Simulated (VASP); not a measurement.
# ZnPt under strain, part 3 of 3

Aim: follow the pressure of ZnPt through compression, expansion and shear. All runs use LDA. Left out of this account: 1 further run (self-consistent run: a reference on another mesh). The start is a cell from a database of measured crystal structures.

VASP 6.6.1; LDA; plane waves and PAW (Zn, Pt).

Still holding for the runs below: Spin-orbit coupling is off here; with elements this heavy it splits and shifts levels by tenths of an eV or more.

So far, pressure (GPa): step 2 (bands, cell as listed) -10.4; step 3 (cell volume +4.0 %) -16.2; step 4 (cell volume +8.0 %) -20.7; step 5 (bands, sheared, principal strains -2.7, +1.0, +1.7 %) -10.0; step 6 (cell volume -4.0 %) -2.70.

### Step 7. Bands, volume times 0.92

The cell is scaled evenly once more. A prediction first. A parabola through the 4 pressures of evenly scaled cells so far, P = -10.32 -168.2 t +443 t² GPa with t = ln(V/V₁) and V₁ the volume at scale 1, gives 6.79 GPa at t = -0.0834.

INCAR

```
SYSTEM = ZnPt
PREC = Accurate
ENCUT = 400
EDIFF = 1E-06
NELM = 100
ISMEAR = -1
SIGMA = 0.05
LREAL = .FALSE.
ALGO = Normal
GGA = CA
NBANDS = 23
LASPH = .TRUE.
LORBIT = 11
LWAVE = .FALSE.
LCHARG = .FALSE.
KPAR = 2
```

POSCAR

```
ZnPt
1.0
    2.7854943983      0.0000000000      0.0000000000
    0.0000000000      2.7854943983      0.0000000000
    0.0000000000      0.0000000000      3.4137867800
Zn Pt
1 1
Direct
    0.5000000000      0.5000000000      0.5000000000
    0.0000000000      0.0000000000      0.0000000000
```

KPOINTS

```
Automatic mesh
0
Gamma
13 13 11
0 0 0
```

KPOINTS_OPT

```
Line mode
16
Line-mode
Reciprocal
  0.00000000   0.00000000   0.00000000 GAMMA
  0.00000000   0.50000000   0.00000000 X

  0.00000000   0.50000000   0.00000000 X
  0.50000000   0.50000000   0.00000000 M

  0.50000000   0.50000000   0.00000000 M
  0.00000000   0.00000000   0.00000000 GAMMA

  0.00000000   0.00000000   0.00000000 GAMMA
  0.00000000   0.00000000   0.50000000 Z

  0.00000000   0.00000000   0.50000000 Z
  0.00000000   0.50000000   0.50000000 R

  0.00000000   0.50000000   0.50000000 R
  0.50000000   0.50000000   0.50000000 A

  0.50000000   0.50000000   0.50000000 A
  0.00000000   0.00000000   0.50000000 Z

  0.00000000   0.50000000   0.00000000 X
  0.00000000   0.50000000   0.50000000 R

  0.50000000   0.50000000   0.00000000 M
  0.50000000   0.50000000   0.50000000 A
```

PAW data sets: Zn and Pt (LDA family, release 64).

On the command line:

```bash
$ mpirun -np 2 vasp_std
```

Log:

```text
[... set-up lines as in an earlier step ...]
 entering main loop
       N       E                     dE             d eps       ncg     rms          rms(c)
DAV:   1     0.107799060947E+03    0.10780E+03   -0.87799E+03  8511   0.110E+03
DAV:   2    -0.509536522894E+01   -0.11289E+03   -0.10500E+03  8246   0.244E+02
DAV:   3    -0.109316714156E+02   -0.58363E+01   -0.57933E+01  9254   0.547E+01
DAV:   4    -0.109845069154E+02   -0.52835E-01   -0.52826E-01  9101   0.488E+00
DAV:   5    -0.109851384265E+02   -0.63151E-03   -0.63150E-03  9436   0.548E-01    0.128E+01
DAV:   6    -0.105764230582E+02    0.40872E+00   -0.63927E-01  9759   0.141E+01    0.671E+00
DAV:   7    -0.105220524474E+02    0.54371E-01   -0.44722E-02 10636   0.221E+00    0.250E+00
DAV:   8    -0.105125942167E+02    0.94582E-02   -0.62000E-03 10268   0.887E-01    0.129E-01
DAV:   9    -0.105125280825E+02    0.66134E-04   -0.62906E-04  8998   0.225E-01    0.600E-02
DAV:  10    -0.105125118908E+02    0.16192E-04   -0.36951E-05 10797   0.101E-01    0.221E-02
DAV:  11    -0.105125106780E+02    0.12128E-05   -0.76962E-06  9275   0.197E-02    0.634E-03
DAV:  12    -0.105125106770E+02    0.97907E-09   -0.37495E-07  5117   0.556E-03
   1 F= -.10512511E+02 E0= -.10510286E+02  d E =-.444994E-02
 Start KPOINTS_OPT (optional k-point list driver)
k-point batch [1-144\144]
       N       E                     dE             ncg
DAV:   1     0.274129517136E+05   -0.68241E+05     7213
DAV:   2     0.108984676352E+05   -0.16514E+05     7030
DAV:   3     0.100405642748E+05   -0.85790E+03     7870
DAV:   4     0.100325920320E+05   -0.79722E+01     7899
DAV:   5     0.100324900604E+05   -0.10197E+00     8115
DAV:   6     0.100324879830E+05   -0.20773E-02     8407
DAV:   7     0.100324879412E+05   -0.41810E-04     7986
DAV:   8     0.100324879403E+05   -0.93602E-06     6130
```

The job ended after 15 s (2 MPI ranks of Intel Xeon 6975P-C (Granite Rapids), shared host; peak memory 0.4 GiB; 30 s of CPU time).

OUTCAR, selected parts (step 7):

```text
   ENCUT  =  400.0 eV  29.40 Ry    5.42 a.u.   4.54  4.54  5.57*2*pi/ulx,y,z

   NELECT =      22.0000    total number of electrons

 E-fermi :   8.3872

 k-point     1 :       0.0000    0.0000    0.0000
  band No.  band energies     occupation
    ...
      7       3.3200      2.00000
      8       4.0792      2.00000
      9       6.7902      2.00000
     10       6.7902      2.00000
     11       7.4212      2.00000
     12      10.7599      0.00000
     13      16.9936      0.00000
     14      16.9936      0.00000
     15      18.1628      0.00000
     16      24.3026      0.00000
    ...

  Total        1.2352222      1.2352222      1.1354932      0.0000000      0.0000000      0.0000000
  in kB       74.7161855     74.7161855     68.6837708      0.0000000      0.0000000      0.0000000
  external PRESSURE =      72.7053806 kB  Pullay stress =       0.0000000 kB

 POSITION                                       TOTAL-FORCE (eV/Angst)
 -----------------------------------------------------------------------------------
      1.39275      1.39275      1.70689         0.000000      0.000000      0.000000
      0.00000      0.00000      0.00000         0.000000      0.000000      0.000000
 -----------------------------------------------------------------------------------
    total drift:                                0.000000     -0.000000     -0.000000

  FREE ENERGIE OF THE ION-ELECTRON SYSTEM (eV)
  ---------------------------------------------------
  free  energy   TOTEN  =       -10.5125106770 eV

  energy  without entropy=      -10.5080607390  energy(sigma->0) =      -10.51028571

[... 4 parts as in an earlier step ...]

[... 12 further parts left out ...]
```

Numbers from this step:

| Quantity | Value |
| --- | --- |
| SCF cycles | 12 |
| free energy (TOTEN) | -10.51 eV |
| energy at zero smearing | -10.51 eV |
| Fermi energy | 8.387 eV |
| pressure | 7.271 GPa |

The electronic bands at the labelled points (eV, zero at the Fermi level; # counts the bands kept):

| point | #8 | #9 | #10 | #11 | #12 | #13 | #14 |
| --- | --- | --- | --- | --- | --- | --- | --- |
| Γ | -4.31 | -1.60 | -1.60 | -0.97 | 2.37 | 8.61 | 8.61 |
| X | -4.77 | -4.38 | -2.94 | -1.74 | 1.37 | 9.39 | 10.22 |
| M | -2.72 | -2.72 | -0.63 | -0.63 | 0.28 | 5.68 | 6.20 |
| Γ | -4.31 | -1.60 | -1.60 | -0.97 | 2.37 | 8.61 | 8.61 |
| Z | -5.55 | -2.67 | -2.67 | -2.08 | -1.06 | 12.67 | 14.39 |
| R | -2.25 | -2.22 | -1.67 | -1.58 | -1.25 | 3.54 | 4.72 |
| A | -5.70 | -1.37 | 0.29 | 2.86 | 5.39 | 5.39 | 5.73 |
| Z | -5.55 | -2.67 | -2.67 | -2.08 | -1.06 | 12.67 | 14.39 |
| jump to X | -4.77 | -4.38 | -2.94 | -1.74 | 1.37 | 9.39 | 10.22 |
| R | -2.25 | -2.22 | -1.67 | -1.58 | -1.25 | 3.54 | 4.72 |
| jump to M | -2.72 | -2.72 | -0.63 | -0.63 | 0.28 | 5.68 | 6.20 |
| A | -5.70 | -1.37 | 0.29 | 2.86 | 5.39 | 5.39 | 5.73 |

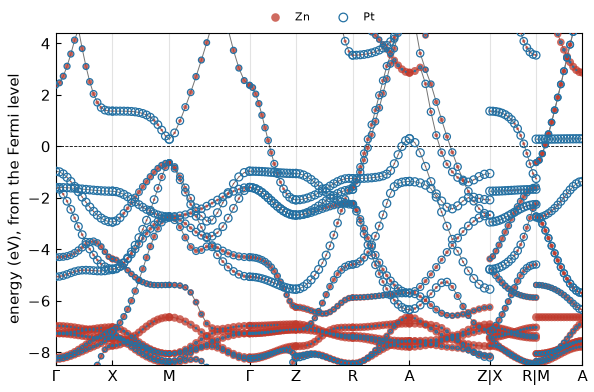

Electronic bands along the path; dots are coloured as in the legend, and their area grows with the weight.

 The pressure is 7.27 GPa. The parabola predicted 6.79 GPa, -0.48 GPa off.

### Step 8. Bands, atoms displaced by up to 0.03 Å

The atoms are moved off their sites at random, as a crude picture of disorder.

INCAR is that of step 7.

POSCAR

```
ZnPt
1.0
    2.8640000000      0.0000000000      0.0000000000
    0.0000000000      2.8640000000      0.0000000000
    0.0000000000      0.0000000000      3.5100000000
Zn Pt
1 1
Direct
    0.4996090000      0.4982000000      0.4984650000
    0.0020110000     -0.0111810000     -0.0021930000
```

KPOINTS is that of step 7.

KPOINTS_OPT is that of step 7.

On the command line:

```bash
$ mpirun -np 2 vasp_std
```

Log:

```text
[... set-up lines as in an earlier step ...]
 entering main loop
       N       E                     dE             d eps       ncg     rms          rms(c)
DAV:   1     0.107941335314E+03    0.10794E+03   -0.87678E+03 46639   0.107E+03
DAV:   2    -0.493939476576E+01   -0.11288E+03   -0.10500E+03 45496   0.241E+02
DAV:   3    -0.108778928602E+02   -0.59385E+01   -0.58947E+01 51635   0.548E+01
DAV:   4    -0.109332755113E+02   -0.55383E-01   -0.55372E-01 49914   0.498E+00
DAV:   5    -0.109339598118E+02   -0.68430E-03   -0.68429E-03 52454   0.568E-01    0.100E+01
DAV:   6    -0.105398921221E+02    0.39407E+00   -0.73454E-01 52653   0.136E+01    0.527E+00
DAV:   7    -0.104950035882E+02    0.44889E-01   -0.35385E-02 59232   0.242E+00    0.237E+00
DAV:   8    -0.104843864658E+02    0.10617E-01   -0.12932E-02 52594   0.985E-01    0.213E-01
DAV:   9    -0.104841806602E+02    0.20581E-03   -0.50218E-04 52922   0.499E-01    0.919E-02
DAV:  10    -0.104841397376E+02    0.40923E-04   -0.12467E-04 49011   0.732E-02    0.194E-02
DAV:  11    -0.104841397880E+02   -0.50404E-07   -0.61841E-06 52602   0.172E-02
   1 F= -.10484140E+02 E0= -.10481689E+02  d E =-.490221E-02
 Start KPOINTS_OPT (optional k-point list driver)
k-point batch [1-144\144]
       N       E                     dE             ncg
DAV:   1     0.463412679593E+05   -0.71375E+05     7152
DAV:   2     0.298948943017E+05   -0.16446E+05     7037
DAV:   3     0.290243993844E+05   -0.87049E+03     7961
DAV:   4     0.290159166985E+05   -0.84827E+01     7800
DAV:   5     0.290158029691E+05   -0.11373E+00     8102
DAV:   6     0.290158005690E+05   -0.24001E-02     8190
DAV:   7     0.290158005169E+05   -0.52129E-04     7997
DAV:   8     0.290158005158E+05   -0.11342E-05     6052
DAV:   9     0.290158005156E+05   -0.15537E-06     5587
```

It took 59 s on 2 MPI ranks; peak memory 1.3 GiB; 1.9 min of CPU time.

Parts of OUTCAR (step 8):

```text
   NELECT =      22.0000    total number of electrons

 E-fermi :   7.1813

 k-point     1 :       0.0000    0.0000    0.0000
  band No.  band energies     occupation
    ...
      7       2.6105      2.00000
      8       3.2338      2.00000
      9       5.7036      2.00000
     10       5.7048      2.00000
     11       6.2836      2.00000
     12       9.6350      0.00000
     13      15.5262      0.00000
     14      15.5284      0.00000
     15      16.0429      0.00000
     16      22.4296      0.00000
    ...

  Total       -1.8664879     -1.8708546     -1.8195521     -0.0027721      0.0015341     -0.0004213
  in kB     -103.8682015   -104.1112041   -101.2562739     -0.1542672      0.0853738     -0.0234457
  external PRESSURE =    -103.0785598 kB  Pullay stress =       0.0000000 kB

 POSITION                                       TOTAL-FORCE (eV/Angst)
 -----------------------------------------------------------------------------------
      1.43088      1.42684      1.74961         0.024374     -0.094863     -0.013752
      0.00576      2.83198      3.50230        -0.024374      0.094863      0.013752
 -----------------------------------------------------------------------------------
    total drift:                                0.000037     -0.000041     -0.000016

  FREE ENERGIE OF THE ION-ELECTRON SYSTEM (eV)
  ---------------------------------------------------
  free  energy   TOTEN  =       -10.4841397880 eV

  energy  without entropy=      -10.4792375779  energy(sigma->0) =      -10.48168868

[... 5 parts as in an earlier step ...]

[... 12 further parts left out ...]
```

This step gave:

```
SCF cycles              : 11
irreducible k-points    : 930
symmetry operations     : 1
free energy (TOTEN)     : -10.48 eV
energy at zero smearing : -10.48 eV
Fermi energy            : 7.181 eV
pressure                : -10.31 GPa
```

The electronic bands at the labelled points (eV, zero at the Fermi level; # counts the bands kept):

```csv
point,#8,#9,#10,#11,#12,#13,#14
Γ,-3.95,-1.48,-1.48,-0.90,2.45,8.34,8.35
X,-4.21,-4.14,-2.59,-1.57,1.18,9.14,9.77
M,-2.53,-2.53,-0.35,-0.35,0.19,5.10,5.49
Γ,-3.95,-1.48,-1.48,-0.90,2.45,8.34,8.35
Z,-4.89,-2.37,-2.37,-1.87,-0.96,12.45,13.60
R,-2.05,-1.82,-1.55,-1.25,-1.16,3.10,4.16
A,-5.04,-1.24,0.20,2.62,5.18,5.18,5.58
Z,-4.89,-2.37,-2.37,-1.87,-0.96,12.45,13.60
jump to X,-4.21,-4.14,-2.59,-1.57,1.18,9.14,9.77
R,-2.05,-1.82,-1.55,-1.25,-1.16,3.10,4.16
jump to M,-2.53,-2.53,-0.35,-0.35,0.19,5.10,5.49
A,-5.04,-1.24,0.20,2.62,5.18,5.18,5.58
```

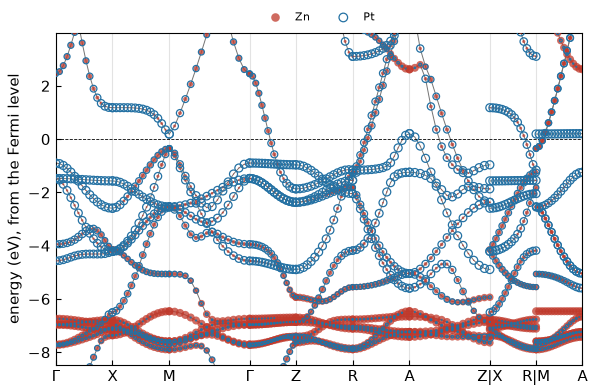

Electronic bands along the path; dots are coloured as in the legend, and their area grows with the weight.

Force by atom:

```
atom  x (eV/Å)  y (eV/Å)  z (eV/Å)    size
 Zn1    0.0244   -0.0949   -0.0138  0.0989
 Pt2   -0.0244    0.0949    0.0138  0.0989
```

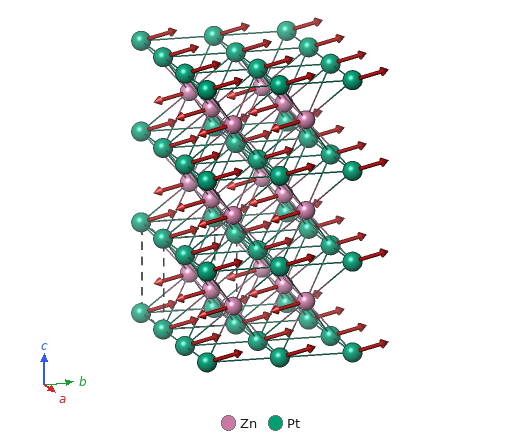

Force as arrows, the longest 0.0989 eV/Å. 3×2×3 cells are drawn. Some periodic images of atoms are drawn too.

 The pressure is -10.31 GPa, and the symmetry operations fall from 16 to 1.

### Step 9. Side by side

```
                                         cell      mesh  pressure (GPa)  gap (eV)
                               cell as listed  13×13×11          -10.35      none
                            volume times 1.04  13×13×11          -16.20      none
                            volume times 1.08  13×13×11          -20.65      none
sheared, principal strains -2.7, +1.0, +1.7 %  13×13×11          -10.02      none
                            volume times 0.96  13×13×11           -2.70      none
                            volume times 0.92  13×13×11            7.27      none
              atoms displaced by up to 0.03 Å  13×13×11          -10.31      none
```

### Step 10. What came out

```
pressure, cell as listed                                    : -10.4 GPa
pressure, volume times 1.04                                 : -16.2 GPa
pressure, volume times 1.08                                 : -20.7 GPa
pressure, sheared, principal strains -2.7, +1.0, +1.7 %     : -10.0 GPa
pressure, volume times 0.96                                 : -2.70 GPa
pressure, volume times 0.92                                 : 7.27 GPa
pressure, atoms displaced by up to 0.03 Å                   : -10.3 GPa
bulk modulus at the listed volume, shape and positions held : 170 GPa
```

What this shows: The slope of pressure against ln V at the listed volume gives a bulk modulus of 170 GPa at fixed shape and positions (not that of equilibrium, since the cell bears -10.4 GPa there). Spin-orbit coupling is left out, and with elements this heavy it would split and shift bands near the Fermi level.

[Lines on the potential files, build, host, timing and source positions are cut from VASP's logs without a mark.]

[Logs are printed without paths, hosts, clocks, repeated set-up lines and the standing remarks that a program may print on its own settings, such as how far it seeks lower states.]

[Hosts, paths, dates, database ids (printed as entryN), source tags and the programs' standing remarks are cut or masked in the printed files.]

[A measured line is paired with the nearest computed mode of its activity, which favours agreement.]
